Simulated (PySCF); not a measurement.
# Geometry relaxation, with input and output: C5H5B

The run: geometry relaxation of C5H5B. Method and program: PBE0-D3(BJ)/def2-SVP geometry optimisation, gas phase (PySCF 2.14.0).

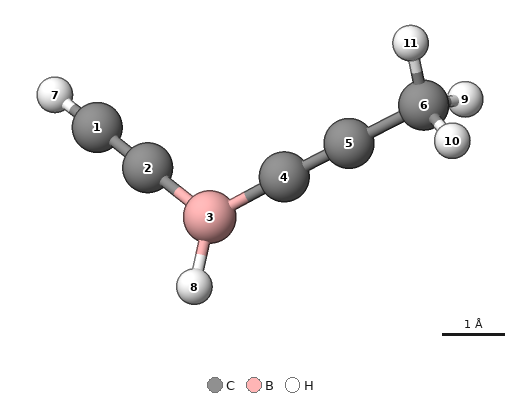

*The input geometry (ball-and-stick view, seen at a tilt; atoms are numbered from 1 in the order of the input).*

Bond lengths as drawn: B–C 1.45 to 1.52 Å, B–H 1.19 Å, C–C 1.24 to 1.44 Å and C–H 1.03 to 1.10 Å.

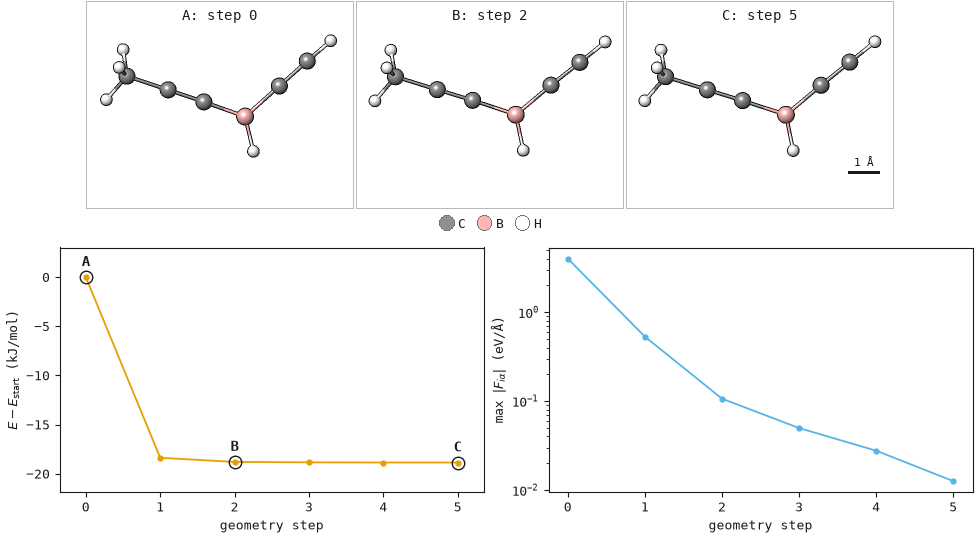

*Frames of the relaxation (ball-and-stick view, seen at an oblique angle) above the curves, on which the letters mark them (steps are counted from 0).*

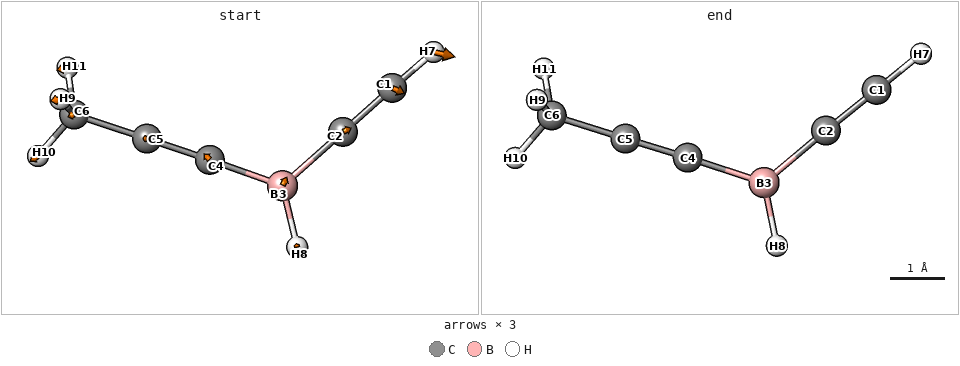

*Before (left) and after (right) the relaxation, at one scale (ball-and-stick view, seen at an oblique angle). The orange arrows give the displacements, magnified 3 times.*

H7 moves most after the best rigid fit: 0.14 Å. Largest moves by element: H 0.14 Å, C 0.09 Å, B 0.07 Å. Distances before and after: B3–C4 1.448 → 1.508 Å, C1–H7 1.029 → 1.075 Å, C6–H9 1.071 → 1.102 Å, C4–C5 1.246 → 1.223 Å. Among the angles that change: C4–B3–H8 123.1° → 119.6°, C2–B3–C4 118.7° → 121.7°. After 5 geometry steps the energy has fallen by 18.9 kJ/mol. Largest force component: 4 eV/Å at the start, 0.013 eV/Å at the end. (Atoms are counted from 1 in the order of the input.)

The input and output of the run follow.

Input
```
{"job": {"xc": "PBE0", "basis": "def2-SVP", "d3": "d3bj", "grid": 1, "shake": 0.01, "kind": "geom"}, "charge": 0, "multiplicity": 1}
C      3.380830    -0.653500     0.320720
C      2.429840     0.125740     0.162580
B      1.261440     1.078370    -0.033070
C     -0.079450     0.533940    -0.069970
C     -1.240300     0.082500    -0.111300
C     -2.586900    -0.427560    -0.147620
H      4.180220    -1.288100     0.449610
H      1.493370     2.237760    -0.140770
H     -2.760840    -0.894080    -1.095300
H     -3.311850     0.365870     0.007800
H     -2.728260    -1.186770     0.641660
```

The first line tells a small driver script what to run in PySCF; the rest is the geometry in Å.

Launched with:
```bash
OMP_NUM_THREADS=1 python <driver script> task.json out
```

Output
```
step   0  E = -217.83022100  max force = 0.077955
step   1  E = -217.83721882  max force = 0.010330
step   2  E = -217.83737845  max force = 0.002073
step   3  E = -217.83739549  max force = 0.000968
step   4  E = -217.83740192  max force = 0.000538
step   5  E = -217.83740336  max force = 0.000245
optimisation converged
```

Trajectory as extended XYZ (Å, eV, eV/Å), 6 frames, from step=0 to step=5
```
11
Properties=species:S:1:pos:R:3:forces:R:3 step=0 energy=-5927.46223
C     3.3808   -0.6535    0.3207   -3.1460   2.5986  -0.5279
C     2.4298    0.1257    0.1626    1.6667  -1.2289   0.2511
B     1.2614    1.0784   -0.0331    1.8521  -0.0235   0.1682
C    -0.0795    0.5339   -0.0700   -4.0086  -1.3324  -0.2057
C    -1.2403    0.0825   -0.1113    2.2565   0.9221   0.1496
C    -2.5869   -0.4276   -0.1476    0.4433   0.0032   1.0567
H     4.1802   -1.2881    0.4496    1.6591  -1.3471   0.2749
H     1.4934    2.2378   -0.1408    0.0170   0.5642  -0.0690
H    -2.7608   -0.8941   -1.0953   -0.3066  -0.5087  -0.9846
H    -3.3119    0.3659    0.0078   -0.4064   0.3482  -0.0088
H    -2.7283   -1.1868    0.6417   -0.0271   0.0043  -0.1046
11
Properties=species:S:1:pos:R:3:forces:R:3 step=1 energy=-5927.65265
C     3.4835   -0.5963    0.3191   -0.2784   0.1636  -0.0364
C     2.4901    0.1003    0.1692    0.2012  -0.1721   0.0230
B     1.2820    1.0035   -0.0226    0.2980  -0.1090   0.0494
C    -0.1185    0.4681   -0.0650   -0.5312  -0.1329  -0.0389
C    -1.2777    0.0701   -0.1034    0.3843   0.1374   0.0365
C    -2.6435   -0.4056   -0.1463    0.1227  -0.0433   0.1501
H     4.3491   -1.2195    0.4511    0.0342  -0.0108   0.0050
H     1.4877    2.1840   -0.1370   -0.0459   0.1702  -0.0276
H    -2.8390   -0.8787   -1.1180   -0.0813  -0.0397  -0.0936
H    -3.3614    0.4115    0.0023   -0.0862   0.0639  -0.0444
H    -2.8142   -1.1631    0.6350   -0.0174  -0.0273  -0.0230
11
Properties=species:S:1:pos:R:3:forces:R:3 step=2 energy=-5927.65700
C     3.4668   -0.6047    0.3182    0.0365  -0.0542   0.0107
C     2.4852    0.1026    0.1684   -0.0357   0.0660  -0.0143
B     1.2882    1.0193   -0.0224    0.1066  -0.0434   0.0128
C    -0.1172    0.4808   -0.0641   -0.0174   0.0637  -0.0136
C    -1.2701    0.0767   -0.1003   -0.0759  -0.0377   0.0090
C    -2.6334   -0.4116   -0.1429    0.0430  -0.0013   0.0408
H     4.3266   -1.2371    0.4504    0.0021   0.0049   0.0001
H     1.4892    2.2067   -0.1414   -0.0349   0.0023  -0.0033
H    -2.8320   -0.8875   -1.1162   -0.0154   0.0012  -0.0119
H    -3.3624    0.4010   -0.0016   -0.0083   0.0013  -0.0198
H    -2.8027   -1.1718    0.6362   -0.0006  -0.0028  -0.0105
11
Properties=species:S:1:pos:R:3:forces:R:3 step=3 energy=-5927.65746
C     3.4756   -0.6030    0.3181    0.0148  -0.0297   0.0064
C     2.4921    0.1021    0.1682   -0.0399   0.0211  -0.0080
B     1.2906    1.0126   -0.0217    0.0135   0.0161  -0.0011
C    -0.1204    0.4817   -0.0630    0.0498   0.0189  -0.0006
C    -1.2739    0.0785   -0.0983   -0.0423  -0.0300   0.0038
C    -2.6366   -0.4108   -0.1418   -0.0001   0.0099  -0.0033
H     4.3380   -1.2320    0.4504   -0.0002   0.0069  -0.0006
H     1.4845    2.2018   -0.1423   -0.0111  -0.0123  -0.0001
H    -2.8363   -0.8860   -1.1162    0.0062   0.0061   0.0076
H    -3.3675    0.4015   -0.0047    0.0064  -0.0086  -0.0029
H    -2.8080   -1.1721    0.6355    0.0027   0.0016  -0.0011
11
Properties=species:S:1:pos:R:3:forces:R:3 step=4 energy=-5927.65763
C     3.4653   -0.6076    0.3176   -0.0199  -0.0002  -0.0001
C     2.4870    0.1053    0.1669    0.0277   0.0035  -0.0008
B     1.2916    1.0226   -0.0231   -0.0217  -0.0070   0.0005
C    -0.1187    0.4893   -0.0630   -0.0068   0.0136  -0.0032
C    -1.2710    0.0809   -0.0969    0.0200  -0.0056   0.0038
C    -2.6310   -0.4142   -0.1404   -0.0111   0.0047  -0.0107
H     4.3237   -1.2419    0.4505    0.0008   0.0027  -0.0001
H     1.4847    2.2115   -0.1443    0.0005  -0.0097  -0.0001
H    -2.8281   -0.8899   -1.1150    0.0063   0.0011   0.0052
H    -3.3659    0.3945   -0.0047    0.0035  -0.0034   0.0033
H    -2.7994   -1.1763    0.6366    0.0007   0.0002   0.0021
11
Properties=species:S:1:pos:R:3:forces:R:3 step=5 energy=-5927.65767
C     3.4635   -0.6078    0.3173   -0.0071  -0.0058   0.0011
C     2.4865    0.1067    0.1664    0.0126   0.0079  -0.0015
B     1.2911    1.0240   -0.0235   -0.0109  -0.0078   0.0005
C    -0.1189    0.4911   -0.0628   -0.0018   0.0098  -0.0018
C    -1.2705    0.0813   -0.0963    0.0075  -0.0058   0.0031
C    -2.6301   -0.4150   -0.1400   -0.0058   0.0012  -0.0041
H     4.3213   -1.2427    0.4503    0.0015   0.0018   0.0000
H     1.4842    2.2124   -0.1451    0.0025   0.0004  -0.0008
H    -2.8256   -0.8910   -1.1146    0.0014  -0.0015   0.0005
H    -3.3657    0.3927   -0.0043    0.0002   0.0002   0.0020
H    -2.7976   -1.1773    0.6370   -0.0001  -0.0005   0.0010
```

Results in brief

| quantity | value |
| --- | --- |
| outcome | converged |
| total energy | −217.837403 hartree |
| dipole moment | 1.96 D |
| point group | C1 |
| hardware | 1 CPU thread, shared host |
| wall time | 17 s |
| peak memory | 0.43 GiB |
